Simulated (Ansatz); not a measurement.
# AlPH (quartet): wB97M-V, B2PLYP over a scan of the distance Al1–P2, 6-31G, part 1 of 2

Aim: run AlPH (quartet) with these functionals over a scan of the distance Al1–P2, and hold them against the top wave-function level at the same points.

Method: 6-31G, all electrons in the functionals, frozen cores in the correlation of double hybrids and RPA; program: Ansatz 0.2.0, Gaussian basis.

Plan: wB97M-V, B2PLYP, at 1.898 Å; 2.119 Å; 2.392 Å; 2.644 Å; 2.918 Å; 3.313 Å; 3.839 Å; 4.403 Å; 5.255 Å; 6.410 Å; 7.939 Å.

### 1 What is computed

The geometry derives from a PBE0/def2-TZVP stationary point (not a proven minimum). One bond is set to the value named and the two fragments are kept rigid.

3 atoms, charge 0, spin multiplicity 4.

Atoms are counted from 1 here; the program's logs count them from 0.

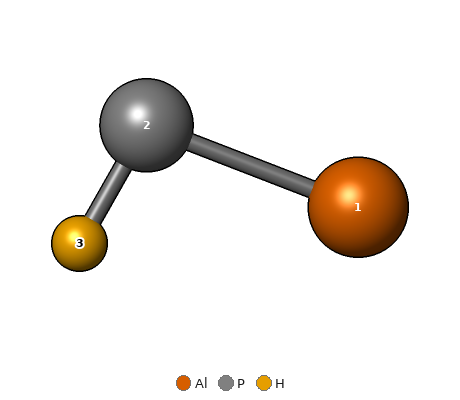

The geometry (aluminium orange, phosphorus grey, hydrogen amber); atoms are numbered from 1 in the order of the file.

No dispersion term is added; wB97M-V holds VV10 nonlocal correlation.

The geometry shown and the zero of energy belong to the point 2.392 Å. The yardstick, FCI, and other wave-function levels (R restricted, U unrestricted, valence and pair active spaces) come from earlier runs.

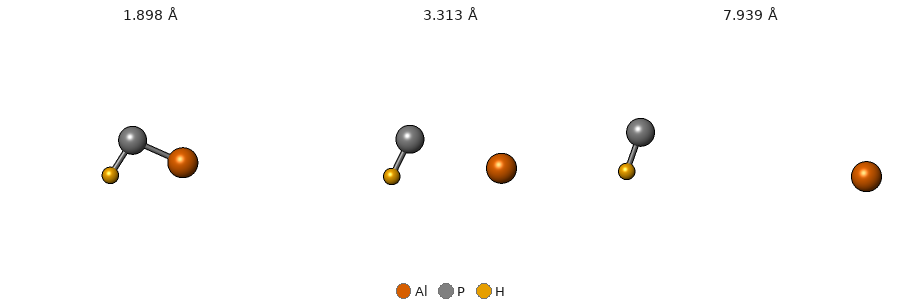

Three points of the scan; sticks are drawn by distance.

### 2 wB97M-V, 1.898 Å

Input file in.yaml:

```yaml
crystal:
  periodic: [false, false, false]
  atoms:
    - {symbol: Al, position_ang: [0.000000, 0.022696, 1.033065]}
    - {symbol: P, position_ang: [0.000000, -0.063397, -0.862982]}
    - {symbol: H, position_ang: [0.000000, 1.340615, -1.134873]}
basis:
  gaussian: {orbitals: 6-31G}
magnetization: {spin_polarized: true, initial_magnetization: 3}
hamiltonian: {xc: {name: wB97M-V}}
output: {orbitals: {seedname: orbitals}}
```

Command:

```
$ ansatz run in.yaml --threads 1 --pin off --events-out ev --progress --plain --max-ram 4096MiB --backend cpu
```

The program printed (excerpt; [...] marks lines left out):

```text
Functional definition: wB97M-V
  name "wB97M-V"
  cite "Mardirossian & Head-Gordon, J. Chem. Phys. 144, 214110 (2016) doi:10.1063/1.4952647"
  cite "Becke, J. Chem. Phys. 107, 8554 (1997) doi:10.1063/1.475007"
  cite "Vydrov & Van Voorhis, J. Chem. Phys. 133, 244103 (2010) doi:10.1063/1.3521275"
  # Of w^i u^j: cxij and so on, Table III.
[...]
  gx(w, u) = 1 - cx + cx01*u + cx10*w
  gss(w, u) = css00 + css04*u^4 + css10*w + css20*w^2 + css43*w^4*u^3
  gos(w, u) = cos00 + cos10*w + (cos20 + cos21*u)*w^2 + (cos60 + cos61*u)*w^6
[...]
      + integral(e_c_pw_mod_opposite_spin*gos(b97_w_opposite, b97_u_opposite)) + vv10(b, c)
310 factors; integrals over basis functions are off by at most 2.5e-4 eV
136 factors; integrals over basis functions are off by at most 4.4e-6 eV
[...]
mean field -15893.14578218 eV, -584.0623347339 hartree, gradient 7.6e-6 eV, S^2 3.751806; 2 other end points of the search recorded, 0 dependent functions left out
reference -15893.14581429 eV, -584.0623359141 hartree; 16, 13 occupied and 12, 15 virtual orbitals, 310 factors
Total energy: -15893.14581429 eV, -584.0623359141 hartree
```

Wall time 4.5 s (1 thread of AMD EPYC 7R13, shared host).

From the report: ⟨S²⟩ of the determinant 3.752 (pure quartet: 3.75).

### 3 wB97M-V, 2.119 Å

Input file in.yaml:

```yaml
crystal:
  periodic: [false, false, false]
  atoms:
    - {symbol: Al, position_ang: [0.000000, 0.028134, 1.152812]}
    - {symbol: P, position_ang: [0.000000, -0.067984, -0.964007]}
    - {symbol: H, position_ang: [0.000000, 1.336028, -1.235898]}
basis:
  gaussian: {orbitals: 6-31G}
magnetization: {spin_polarized: true, initial_magnetization: 3}
hamiltonian: {xc: {name: wB97M-V}}
output: {orbitals: {seedname: orbitals}}
```

The command is unchanged.

The program printed (excerpt; [...] marks lines left out):

```text
Functional definition: wB97M-V
  name "wB97M-V"
  cite "Mardirossian & Head-Gordon, J. Chem. Phys. 144, 214110 (2016) doi:10.1063/1.4952647"
  cite "Becke, J. Chem. Phys. 107, 8554 (1997) doi:10.1063/1.475007"
  cite "Vydrov & Van Voorhis, J. Chem. Phys. 133, 244103 (2010) doi:10.1063/1.3521275"
  # Of w^i u^j: cxij and so on, Table III.
[...]
  gx(w, u) = 1 - cx + cx01*u + cx10*w
  gss(w, u) = css00 + css04*u^4 + css10*w + css20*w^2 + css43*w^4*u^3
  gos(w, u) = cos00 + cos10*w + (cos20 + cos21*u)*w^2 + (cos60 + cos61*u)*w^6
[...]
      + integral(e_c_pw_mod_opposite_spin*gos(b97_w_opposite, b97_u_opposite)) + vv10(b, c)
310 factors; integrals over basis functions are off by at most 2.5e-4 eV
136 factors; integrals over basis functions are off by at most 6.1e-6 eV
[...]
mean field -15894.87710523 eV, -584.1259596824 hartree, gradient 4.5e-6 eV, S^2 3.752959; 1 other end points of the search recorded, 0 dependent functions left out
reference -15894.87713754 eV, -584.1259608699 hartree; 16, 13 occupied and 12, 15 virtual orbitals, 310 factors
Total energy: -15894.87713754 eV, -584.1259608699 hartree
```

Wall time 4.5 s (1 thread of AMD EPYC 7R13, shared host).

From the report: ⟨S²⟩ of the determinant 3.753 (pure quartet: 3.75).

### 4 wB97M-V, 2.392 Å

Input file in.yaml:

```yaml
crystal:
  periodic: [false, false, false]
  atoms:
    - {symbol: Al, position_ang: [0.000000, 0.034843, 1.300562]}
    - {symbol: P, position_ang: [0.000000, -0.073644, -1.088657]}
    - {symbol: H, position_ang: [0.000000, 1.330368, -1.360548]}
basis:
  gaussian: {orbitals: 6-31G}
magnetization: {spin_polarized: true, initial_magnetization: 3}
hamiltonian: {xc: {name: wB97M-V}}
output: {orbitals: {seedname: orbitals}}
```

Launched as before.

The program printed (excerpt; [...] marks lines left out):

```text
Functional definition: wB97M-V
  name "wB97M-V"
  cite "Mardirossian & Head-Gordon, J. Chem. Phys. 144, 214110 (2016) doi:10.1063/1.4952647"
  cite "Becke, J. Chem. Phys. 107, 8554 (1997) doi:10.1063/1.475007"
  cite "Vydrov & Van Voorhis, J. Chem. Phys. 133, 244103 (2010) doi:10.1063/1.3521275"
  # Of w^i u^j: cxij and so on, Table III.
[...]
  gx(w, u) = 1 - cx + cx01*u + cx10*w
  gss(w, u) = css00 + css04*u^4 + css10*w + css20*w^2 + css43*w^4*u^3
  gos(w, u) = cos00 + cos10*w + (cos20 + cos21*u)*w^2 + (cos60 + cos61*u)*w^6
[...]
      + integral(e_c_pw_mod_opposite_spin*gos(b97_w_opposite, b97_u_opposite)) + vv10(b, c)
310 factors; integrals over basis functions are off by at most 2.5e-4 eV
136 factors; integrals over basis functions are off by at most 5.5e-6 eV
[...]
mean field -15895.53453618 eV, -584.1501198243 hartree, gradient 9.4e-6 eV, S^2 3.757272; 1 other end points of the search recorded, 0 dependent functions left out
reference -15895.53456907 eV, -584.1501210329 hartree; 16, 13 occupied and 12, 15 virtual orbitals, 310 factors
Total energy: -15895.53456907 eV, -584.1501210329 hartree
```

Run time: 5.5 s. Hardware: 1 thread of AMD EPYC 7R13, shared host.

From the report: ⟨S²⟩ of the determinant 3.757 (pure quartet: 3.75).

### 5 wB97M-V, 2.644 Å

Input file in.yaml:

```yaml
crystal:
  periodic: [false, false, false]
  atoms:
    - {symbol: Al, position_ang: [0.000000, 0.041051, 1.437279]}
    - {symbol: P, position_ang: [0.000000, -0.078882, -1.203999]}
    - {symbol: H, position_ang: [0.000000, 1.325130, -1.475890]}
basis:
  gaussian: {orbitals: 6-31G}
magnetization: {spin_polarized: true, initial_magnetization: 3}
hamiltonian: {xc: {name: wB97M-V}}
output: {orbitals: {seedname: orbitals}}
```

Launched as before.

The program printed (excerpt; [...] marks lines left out):

```text
Functional definition: wB97M-V
  name "wB97M-V"
  cite "Mardirossian & Head-Gordon, J. Chem. Phys. 144, 214110 (2016) doi:10.1063/1.4952647"
  cite "Becke, J. Chem. Phys. 107, 8554 (1997) doi:10.1063/1.475007"
  cite "Vydrov & Van Voorhis, J. Chem. Phys. 133, 244103 (2010) doi:10.1063/1.3521275"
  # Of w^i u^j: cxij and so on, Table III.
[...]
  gx(w, u) = 1 - cx + cx01*u + cx10*w
  gss(w, u) = css00 + css04*u^4 + css10*w + css20*w^2 + css43*w^4*u^3
  gos(w, u) = cos00 + cos10*w + (cos20 + cos21*u)*w^2 + (cos60 + cos61*u)*w^6
[...]
      + integral(e_c_pw_mod_opposite_spin*gos(b97_w_opposite, b97_u_opposite)) + vv10(b, c)
310 factors; integrals over basis functions are off by at most 2.5e-4 eV
136 factors; integrals over basis functions are off by at most 5.7e-6 eV
[...]
mean field -15895.59992439 eV, -584.1525227967 hartree, gradient 5.1e-6 eV, S^2 3.762010; 1 other end points of the search recorded, 0 dependent functions left out
reference -15895.59995779 eV, -584.1525240240 hartree; 16, 13 occupied and 12, 15 virtual orbitals, 310 factors
Total energy: -15895.59995779 eV, -584.1525240240 hartree
```

Wall time 5.5 s (1 thread of AMD EPYC 7R13, shared host).

From the report: ⟨S²⟩ of the determinant 3.762 (pure quartet: 3.75).

From 2.392 Å: -6.3 kJ/mol.

### 6 wB97M-V, 2.918 Å

Input file in.yaml:

```yaml
crystal:
  periodic: [false, false, false]
  atoms:
    - {symbol: Al, position_ang: [0.000000, 0.047792, 1.585744]}
    - {symbol: P, position_ang: [0.000000, -0.084569, -1.329253]}
    - {symbol: H, position_ang: [0.000000, 1.319443, -1.601144]}
basis:
  gaussian: {orbitals: 6-31G}
magnetization: {spin_polarized: true, initial_magnetization: 3}
hamiltonian: {xc: {name: wB97M-V}}
output: {forces: true, orbitals: {seedname: orbitals}}
```

Same command.

The program printed (excerpt; [...] marks lines left out):

```text
Functional definition: wB97M-V
  name "wB97M-V"
  cite "Mardirossian & Head-Gordon, J. Chem. Phys. 144, 214110 (2016) doi:10.1063/1.4952647"
  cite "Becke, J. Chem. Phys. 107, 8554 (1997) doi:10.1063/1.475007"
  cite "Vydrov & Van Voorhis, J. Chem. Phys. 133, 244103 (2010) doi:10.1063/1.3521275"
  # Of w^i u^j: cxij and so on, Table III.
[...]
  gx(w, u) = 1 - cx + cx01*u + cx10*w
  gss(w, u) = css00 + css04*u^4 + css10*w + css20*w^2 + css43*w^4*u^3
  gos(w, u) = cos00 + cos10*w + (cos20 + cos21*u)*w^2 + (cos60 + cos61*u)*w^6
[...]
      + integral(e_c_pw_mod_opposite_spin*gos(b97_w_opposite, b97_u_opposite)) + vv10(b, c)
310 factors; integrals over basis functions are off by at most 2.5e-4 eV
136 factors; integrals over basis functions are off by at most 5.7e-6 eV
[...]
mean field -15895.54590562 eV, -584.1505376436 hartree, gradient 4.9e-6 eV, S^2 3.760826; 3 other end points of the search recorded, 0 dependent functions left out
[...]
reference -15895.54593937 eV, -584.1505388838 hartree; 16, 13 occupied and 12, 15 virtual orbitals, 310 factors
Total energy: -15895.54593937 eV, -584.1505388838 hartree
Atom 0 at     0.000000     0.047792     1.585744 Å, force     0.000000    -0.024662    -0.213243 eV/Å
Atom 1 at     0.000000    -0.084569    -1.329253 Å, force     0.000000    -0.518782     0.349580 eV/Å
Atom 2 at     0.000000     1.319443    -1.601144 Å, force     0.000000     0.543443    -0.136338 eV/Å
Dipole moment:    -0.000000     0.150796    -0.131693 e Å
```

Run time: 6.5 s. Hardware: 1 thread of AMD EPYC 7R13, shared host.

From the report: ⟨S²⟩ of the determinant 3.761 (pure quartet: 3.75).

From 2.392 Å: -1.1 kJ/mol.

### 7 wB97M-V, 3.313 Å

Input file in.yaml:

```yaml
crystal:
  periodic: [false, false, false]
  atoms:
    - {symbol: Al, position_ang: [0.000000, 0.057510, 1.799772]}
    - {symbol: P, position_ang: [0.000000, -0.092768, -1.509818]}
    - {symbol: H, position_ang: [0.000000, 1.311244, -1.781709]}
basis:
  gaussian: {orbitals: 6-31G}
magnetization: {spin_polarized: true, initial_magnetization: 3}
hamiltonian: {xc: {name: wB97M-V}}
output: {orbitals: {seedname: orbitals}}
```

The command is unchanged.

The program printed (excerpt; [...] marks lines left out):

```text
Functional definition: wB97M-V
  name "wB97M-V"
  cite "Mardirossian & Head-Gordon, J. Chem. Phys. 144, 214110 (2016) doi:10.1063/1.4952647"
  cite "Becke, J. Chem. Phys. 107, 8554 (1997) doi:10.1063/1.475007"
  cite "Vydrov & Van Voorhis, J. Chem. Phys. 133, 244103 (2010) doi:10.1063/1.3521275"
  # Of w^i u^j: cxij and so on, Table III.
[...]
  gx(w, u) = 1 - cx + cx01*u + cx10*w
  gss(w, u) = css00 + css04*u^4 + css10*w + css20*w^2 + css43*w^4*u^3
  gos(w, u) = cos00 + cos10*w + (cos20 + cos21*u)*w^2 + (cos60 + cos61*u)*w^6
[...]
      + integral(e_c_pw_mod_opposite_spin*gos(b97_w_opposite, b97_u_opposite)) + vv10(b, c)
310 factors; integrals over basis functions are off by at most 2.5e-4 eV
136 factors; integrals over basis functions are off by at most 5.3e-6 eV
[...]
mean field -15895.47566332 eV, -584.1479562865 hartree, gradient 5.0e-6 eV, S^2 3.755555; 3 other end points of the search recorded, 0 dependent functions left out
reference -15895.47569744 eV, -584.1479575405 hartree; 16, 13 occupied and 12, 15 virtual orbitals, 310 factors
Total energy: -15895.47569744 eV, -584.1479575405 hartree
```

It took 6.5 s on 1 thread of AMD EPYC 7R13, shared host.

From the report: ⟨S²⟩ of the determinant 3.756 (pure quartet: 3.75).

From 2.392 Å: +5.7 kJ/mol.

### 8 wB97M-V, 3.839 Å

Input file in.yaml:

```yaml
crystal:
  periodic: [false, false, false]
  atoms:
    - {symbol: Al, position_ang: [0.000000, -0.351912, 2.647329]}
    - {symbol: P, position_ang: [0.000000, -0.526050, -1.187719]}
    - {symbol: H, position_ang: [0.000000, 0.877962, -1.459610]}
basis:
  gaussian: {orbitals: 6-31G}
magnetization: {spin_polarized: true, initial_magnetization: 3}
hamiltonian: {xc: {name: wB97M-V}}
output: {forces: true, orbitals: {seedname: orbitals}}
```

Launched as before.

The program printed (excerpt; [...] marks lines left out):

```text
Functional definition: wB97M-V
  name "wB97M-V"
  cite "Mardirossian & Head-Gordon, J. Chem. Phys. 144, 214110 (2016) doi:10.1063/1.4952647"
  cite "Becke, J. Chem. Phys. 107, 8554 (1997) doi:10.1063/1.475007"
  cite "Vydrov & Van Voorhis, J. Chem. Phys. 133, 244103 (2010) doi:10.1063/1.3521275"
  # Of w^i u^j: cxij and so on, Table III.
[...]
  gx(w, u) = 1 - cx + cx01*u + cx10*w
  gss(w, u) = css00 + css04*u^4 + css10*w + css20*w^2 + css43*w^4*u^3
  gos(w, u) = cos00 + cos10*w + (cos20 + cos21*u)*w^2 + (cos60 + cos61*u)*w^6
[...]
      + integral(e_c_pw_mod_opposite_spin*gos(b97_w_opposite, b97_u_opposite)) + vv10(b, c)
310 factors; integrals over basis functions are off by at most 2.5e-4 eV
136 factors; integrals over basis functions are off by at most 5.4e-6 eV
[...]
mean field -15895.41286662 eV, -584.1456485505 hartree, gradient 8.4e-9 eV, S^2 3.753067; 3 other end points of the search recorded, 0 dependent functions left out
[...]
reference -15895.41290228 eV, -584.1456498610 hartree; 16, 13 occupied and 12, 15 virtual orbitals, 310 factors
Total energy: -15895.41290228 eV, -584.1456498610 hartree
Atom 0 at     0.000000    -0.351912     2.647329 Å, force     0.000000    -0.010970    -0.094239 eV/Å
Atom 1 at     0.000000    -0.526050    -1.187719 Å, force     0.000000    -0.568995     0.224827 eV/Å
Atom 2 at     0.000000     0.877962    -1.459610 Å, force    -0.000000     0.579964    -0.130587 eV/Å
Dipole moment:     0.000000     0.170891    -0.103961 e Å
```

It took 13 s on 1 thread of AMD EPYC 7R13, shared host.

From the report: ⟨S²⟩ of the determinant 3.753 (pure quartet: 3.75).

From 2.392 Å: +11.7 kJ/mol.

### 9 wB97M-V, 4.403 Å

Input file in.yaml:

```yaml
crystal:
  periodic: [false, false, false]
  atoms:
    - {symbol: Al, position_ang: [0.000000, -0.334857, 3.022942]}
    - {symbol: P, position_ang: [0.000000, -0.534578, -1.375526]}
    - {symbol: H, position_ang: [0.000000, 0.869434, -1.647417]}
basis:
  gaussian: {orbitals: 6-31G}
magnetization: {spin_polarized: true, initial_magnetization: 3}
hamiltonian: {xc: {name: wB97M-V}}
output: {forces: true, orbitals: {seedname: orbitals}}
```

The command is unchanged.

The program printed (excerpt; [...] marks lines left out):

```text
Functional definition: wB97M-V
  name "wB97M-V"
  cite "Mardirossian & Head-Gordon, J. Chem. Phys. 144, 214110 (2016) doi:10.1063/1.4952647"
  cite "Becke, J. Chem. Phys. 107, 8554 (1997) doi:10.1063/1.475007"
  cite "Vydrov & Van Voorhis, J. Chem. Phys. 133, 244103 (2010) doi:10.1063/1.3521275"
  # Of w^i u^j: cxij and so on, Table III.
[...]
  gx(w, u) = 1 - cx + cx01*u + cx10*w
  gss(w, u) = css00 + css04*u^4 + css10*w + css20*w^2 + css43*w^4*u^3
  gos(w, u) = cos00 + cos10*w + (cos20 + cos21*u)*w^2 + (cos60 + cos61*u)*w^6
[...]
      + integral(e_c_pw_mod_opposite_spin*gos(b97_w_opposite, b97_u_opposite)) + vv10(b, c)
310 factors; integrals over basis functions are off by at most 2.5e-4 eV
136 factors; integrals over basis functions are off by at most 5.0e-6 eV
[...]
mean field -15895.37377167 eV, -584.1442118377 hartree, gradient 8.5e-9 eV, S^2 3.752523; 3 other end points of the search recorded, 0 dependent functions left out
[...]
reference -15895.37380874 eV, -584.1442132000 hartree; 16, 13 occupied and 12, 15 virtual orbitals, 310 factors
Total energy: -15895.37380874 eV, -584.1442132000 hartree
Atom 0 at     0.000000    -0.334857     3.022942 Å, force    -0.000000    -0.005685    -0.046453 eV/Å
Atom 1 at     0.000000    -0.534578    -1.375526 Å, force     0.000000    -0.587553     0.172536 eV/Å
Atom 2 at     0.000000     0.869434    -1.647417 Å, force     0.000000     0.593238    -0.126084 eV/Å
Dipole moment:    -0.000000     0.177797    -0.072129 e Å
```

Wall time 17 s (1 thread of AMD EPYC 7R13, shared host).

From the report: ⟨S²⟩ of the determinant 3.753 (pure quartet: 3.75).

From 2.392 Å: +15.5 kJ/mol.

### 10 wB97M-V, 5.255 Å

Input file in.yaml:

```yaml
crystal:
  periodic: [false, false, false]
  atoms:
    - {symbol: Al, position_ang: [0.000000, -0.309092, 3.590358]}
    - {symbol: P, position_ang: [0.000000, -0.547460, -1.659233]}
    - {symbol: H, position_ang: [0.000000, 0.856552, -1.931124]}
basis:
  gaussian: {orbitals: 6-31G}
magnetization: {spin_polarized: true, initial_magnetization: 3}
hamiltonian: {xc: {name: wB97M-V}}
output: {orbitals: {seedname: orbitals}}
```

The command is unchanged.

The program printed (excerpt; [...] marks lines left out):

```text
Functional definition: wB97M-V
  name "wB97M-V"
  cite "Mardirossian & Head-Gordon, J. Chem. Phys. 144, 214110 (2016) doi:10.1063/1.4952647"
  cite "Becke, J. Chem. Phys. 107, 8554 (1997) doi:10.1063/1.475007"
  cite "Vydrov & Van Voorhis, J. Chem. Phys. 133, 244103 (2010) doi:10.1063/1.3521275"
  # Of w^i u^j: cxij and so on, Table III.
[...]
  gx(w, u) = 1 - cx + cx01*u + cx10*w
  gss(w, u) = css00 + css04*u^4 + css10*w + css20*w^2 + css43*w^4*u^3
  gos(w, u) = cos00 + cos10*w + (cos20 + cos21*u)*w^2 + (cos60 + cos61*u)*w^6
[...]
      + integral(e_c_pw_mod_opposite_spin*gos(b97_w_opposite, b97_u_opposite)) + vv10(b, c)
310 factors; integrals over basis functions are off by at most 2.8e-4 eV
136 factors; integrals over basis functions are off by at most 5.2e-6 eV
[...]
mean field -15895.35061176 eV, -584.1433607266 hartree, gradient 8.8e-6 eV, S^2 3.752389; 3 other end points of the search recorded, 0 dependent functions left out
reference -15895.35065080 eV, -584.1433621613 hartree; 16, 13 occupied and 12, 15 virtual orbitals, 310 factors
Total energy: -15895.35065080 eV, -584.1433621613 hartree
```

Run time: 11 s. Hardware: 1 thread of AMD EPYC 7R13, shared host.

From the report: ⟨S²⟩ of the determinant 3.752 (pure quartet: 3.75).

From 2.392 Å: +17.7 kJ/mol.

### 11 wB97M-V, 6.410 Å

Input file in.yaml:

```yaml
crystal:
  periodic: [false, false, false]
  atoms:
    - {symbol: Al, position_ang: [0.000000, -0.274165, 4.359565]}
    - {symbol: P, position_ang: [0.000000, -0.564924, -2.043837]}
    - {symbol: H, position_ang: [0.000000, 0.839088, -2.315728]}
basis:
  gaussian: {orbitals: 6-31G}
magnetization: {spin_polarized: true, initial_magnetization: 3}
hamiltonian: {xc: {name: wB97M-V}}
output: {orbitals: {seedname: orbitals}}
```

Same command.

The program printed (excerpt; [...] marks lines left out):

```text
Functional definition: wB97M-V
  name "wB97M-V"
  cite "Mardirossian & Head-Gordon, J. Chem. Phys. 144, 214110 (2016) doi:10.1063/1.4952647"
  cite "Becke, J. Chem. Phys. 107, 8554 (1997) doi:10.1063/1.475007"
  cite "Vydrov & Van Voorhis, J. Chem. Phys. 133, 244103 (2010) doi:10.1063/1.3521275"
  # Of w^i u^j: cxij and so on, Table III.
[...]
  gx(w, u) = 1 - cx + cx01*u + cx10*w
  gss(w, u) = css00 + css04*u^4 + css10*w + css20*w^2 + css43*w^4*u^3
  gos(w, u) = cos00 + cos10*w + (cos20 + cos21*u)*w^2 + (cos60 + cos61*u)*w^6
[...]
      + integral(e_c_pw_mod_opposite_spin*gos(b97_w_opposite, b97_u_opposite)) + vv10(b, c)
310 factors; integrals over basis functions are off by at most 2.5e-4 eV
136 factors; integrals over basis functions are off by at most 5.3e-6 eV
[...]
mean field -15895.34000262 eV, -584.1429708478 hartree, gradient 8.2e-6 eV, S^2 3.752382; 3 other end points of the search recorded, 0 dependent functions left out
reference -15895.34004457 eV, -584.1429723894 hartree; 16, 13 occupied and 12, 15 virtual orbitals, 310 factors
Total energy: -15895.34004457 eV, -584.1429723894 hartree
```

Wall time 14 s (1 thread of AMD EPYC 7R13, shared host).

From the report: ⟨S²⟩ of the determinant 3.752 (pure quartet: 3.75).

From 2.392 Å: +18.8 kJ/mol.

### 12 wB97M-V, 7.939 Å

Input file in.yaml:

```yaml
crystal:
  periodic: [false, false, false]
  atoms:
    - {symbol: Al, position_ang: [0.000000, -0.227928, 5.377849]}
    - {symbol: P, position_ang: [0.000000, -0.588042, -2.552979]}
    - {symbol: H, position_ang: [0.000000, 0.815970, -2.824870]}
basis:
  gaussian: {orbitals: 6-31G}
magnetization: {spin_polarized: true, initial_magnetization: 3}
hamiltonian: {xc: {name: wB97M-V}}
output: {forces: true, orbitals: {seedname: orbitals}}
```

Same command.

The program printed (excerpt; [...] marks lines left out):

```text
Functional definition: wB97M-V
  name "wB97M-V"
  cite "Mardirossian & Head-Gordon, J. Chem. Phys. 144, 214110 (2016) doi:10.1063/1.4952647"
  cite "Becke, J. Chem. Phys. 107, 8554 (1997) doi:10.1063/1.475007"
  cite "Vydrov & Van Voorhis, J. Chem. Phys. 133, 244103 (2010) doi:10.1063/1.3521275"
  # Of w^i u^j: cxij and so on, Table III.
[...]
  gx(w, u) = 1 - cx + cx01*u + cx10*w
  gss(w, u) = css00 + css04*u^4 + css10*w + css20*w^2 + css43*w^4*u^3
  gos(w, u) = cos00 + cos10*w + (cos20 + cos21*u)*w^2 + (cos60 + cos61*u)*w^6
[...]
      + integral(e_c_pw_mod_opposite_spin*gos(b97_w_opposite, b97_u_opposite)) + vv10(b, c)
310 factors; integrals over basis functions are off by at most 2.5e-4 eV
136 factors; integrals over basis functions are off by at most 5.5e-6 eV
[...]
mean field -15895.33448996 eV, -584.1427682614 hartree, gradient 8.0e-10 eV, S^2 3.752381; 3 other end points of the search recorded, 0 dependent functions left out
[...]
reference -15895.33453532 eV, -584.1427699281 hartree; 16, 13 occupied and 12, 15 virtual orbitals, 310 factors
Total energy: -15895.33453532 eV, -584.1427699281 hartree
Atom 0 at     0.000000    -0.227928     5.377849 Å, force    -0.000000     0.000038    -0.001563 eV/Å
Atom 1 at     0.000000    -0.588042    -2.552979 Å, force    -0.000000    -0.617179     0.120458 eV/Å
Atom 2 at     0.000000     0.815970    -2.824870 Å, force     0.000000     0.617140    -0.118895 eV/Å
Dipole moment:    -0.000000     0.183968    -0.035772 e Å
```

Run time: 21 s. Hardware: 1 thread of AMD EPYC 7R13, shared host.

From the report: ⟨S²⟩ of the determinant 3.752 (pure quartet: 3.75).

From 2.392 Å: +19.3 kJ/mol.

(Continued in part 2 of 2.)
